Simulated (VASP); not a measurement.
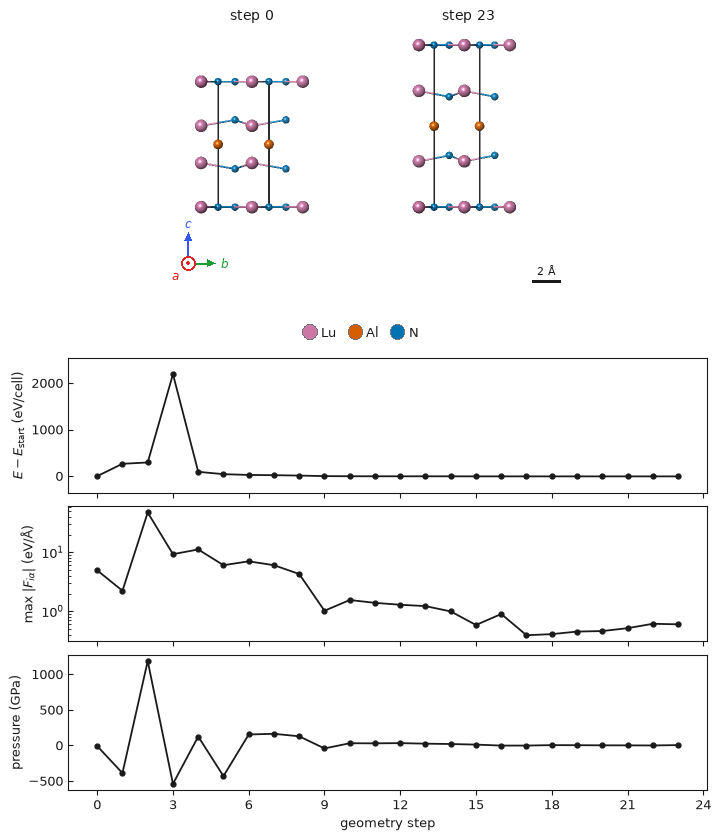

First and last geometry of a relaxation of crystalline Lu3AlN4 (a generated structure, set up in P-6m2), with the history of the run. The picture is a ball-and-stick view of the cell of the calculation, seen along the a axis.

The run lets cell and atoms move.

Computed with Kohn-Sham DFT of a periodic cell, PBE, VASP PAW PBE potentials, recommended in VASP.

Input
```
ALGO = Fast
EDIFF = 1E-4
EDIFFG = -0.08
ENCUT = 520
GGA = PE
IBRION = 2
ISIF = 3
ISMEAR = 0
KPAR = 4
LASPH = True
LCHARG = False
LREAL = False
LWAVE = False
NELM = 60
NSW = 24
PREC = Normal
SIGMA = 0.15
```

Launched with:
```bash
cat potpaw_PBE.64/Lu/POTCAR potpaw_PBE.64/Al/POTCAR potpaw_PBE.64/N/POTCAR > POTCAR
mpirun -np 4 vasp_std > vasp.out
```

Question: Did the run converge, and what did it change?

Answer: The relaxation stopped without meeting its thresholds, so the last structure isn't shown to be converged. The largest moves relative to the cell, 0.82 Å, are those of Lu atoms. Largest moves by element: Lu 0.82 Å, N 0.17 Å. Al stays in place. The drawn cell changes as follows: a = b 4.284 → 3.829 Å (−10.6 %), c 9.153 → 11.822 Å (+29.2 %); the volume changes by +3.2 %. Near-neighbour distances that change, for instance: Lu–Lu 2.710 → 5.139 Å, Al–Lu 2.820 → 3.389 Å, Lu–N 2.473 → 2.211 Å, Lu–N 2.511 → 2.252 Å. The space group stays P-6m2 (No. 187). Over 23 geometry steps the energy falls by 5.729 eV per cell of the calculation. The largest force component goes from 4.9 to 0.6 eV/Å. Pressure: −8.93 GPa at the start and 4.87 GPa at the end. At step 3 the optimiser overshot: the energy rose above the start, and later steps came back.

Limits of the set-up: layers or molecules are held without a dispersion correction, so their spacing is unreliable.
